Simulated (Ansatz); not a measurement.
Fields on a plane of Lu (hcp, Mg type)

```xyz
2
Lattice="3.5071 0.0000 0.0000 -1.7535 3.0372 0.0000 0.0000 0.0000 5.4621" Properties=species:S:1:pos:R:3 pbc="T T T"
Lu     0.0000     2.0248     4.0966
Lu     1.7535     1.0124     1.3655
```

The slice is a (0001) plane (indices of the conventional cell) through the point (0.333, 0.667, 0.750) (fractional), spanned by u = [110] and v = [1 -1 0] in vectors of this cell: u (3.51 Å) and v (6.07 Å, at 90° to u). It covers one period; positions are fractions (u, v).

Atoms on it: Lu at (0.00, 0.00); Lu at (0.50, 0.50).

All values below come from PBE (plane waves to 420 eV, PAW, scalar-relativistic; Ansatz, a first-principles code). k mesh 15×15×9. These are valence fields of a PAW run, semicore shells included where kept as valence: close to a nucleus they are smooth pseudo fields. Lu is run without spin polarisation. Lu was relaxed with its symmetry unable to fall.

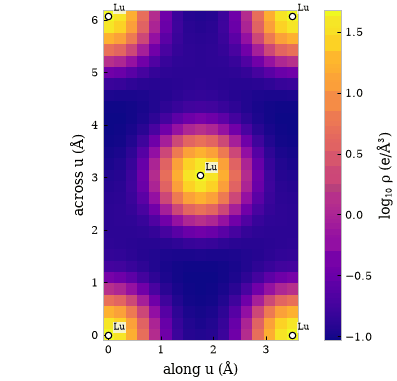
Fig. 1. Log₁₀ of the valence density in e/Å³, one period of the plane, atoms marked. The scale is logarithmic, as a density can span decades between atoms and voids.

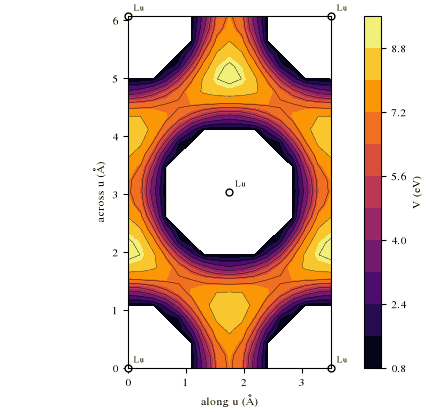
Figure: Electrostatic potential energy of an electron, from the cell's mean, in eV, one period of the plane, atoms marked. Points within 1 Å of a nucleus are left white, as the pseudised field means little there. Values under 1 eV are set to 1. The zero, the cell's mean, hangs on the PAW cores.

Density on the Lu–Lu line (3.51 Å) at its midpoint: 0.11 e/Å³
ELF at that point: 0.26
